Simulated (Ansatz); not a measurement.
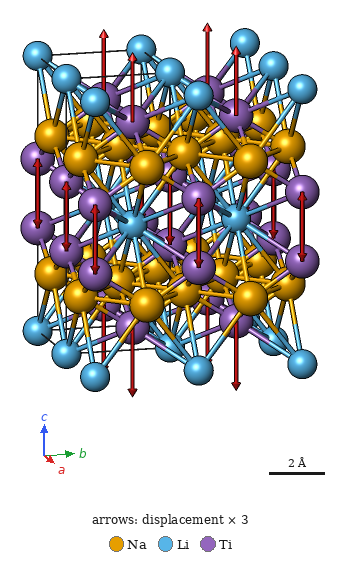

A relaxation of a crystal of Na$_{2}$LiTi$_{2}$ (built on the ThCr2Si2 type) (coarse preliminary run). The starting structure is drawn; red arrows show the displacements (the part carried along by the change of the cell is left out), magnified 3 times.

A ball-and-stick model of the conventional cell (2 times the calculation's cell), repeated 2 × 2 × 1 with one cell outlined, seen slightly off an axis. Lengths and directions refer to the drawn axes.

Case: ThCr2Si2 type (I4/mmm, No. 139).

Method: DFT PBE, scalar-relativistic, plane waves, PAW (Ansatz). Set-up: plane-wave cutoff 420 eV; k-point mesh 6 × 6 × 6; occupations gaussian; smearing width 0.1 eV; no spin polarisation; cell and atoms relaxed; force threshold 0.04 eV/Å; at most 70 steps.

Which element moves most?

Answer. Titanium: up to 0.88 Å, against 0.00 Å for sodium.

Describe the change and its energy.

Answer. Over 14 accepted moves (17 points after the start) the energy falls by 6.561 eV per cell of the calculation. The largest force component goes from 5.4 to 0.033 eV/Å. The pressure goes from 24.96 to 0.09 GPa. The line search rejected the trial step at point 3 of the run. At 2 points the geometry stayed and the basis and grid were re-selected for the new cell (energy shift of 0.244 eV per cell of the calculation at most each time). The largest moves relative to the cell, 0.88 Å, are those of Ti atoms. Na and Li stay in place. The drawn cell changes as follows: a = b 3.951 → 4.047 Å (+2.4 %), c 10.368 → 14.848 Å (+43.2 %); the volume changes by +50.2 %. Among the contacts that change: Na–Ti 2.357 → 3.393 Å, Li–Na 3.259 → 4.228 Å, Ti–Ti 2.613 → 1.977 Å, Na–Na 2.794 → 2.862 Å. The space group stays I4/mmm (No. 139).
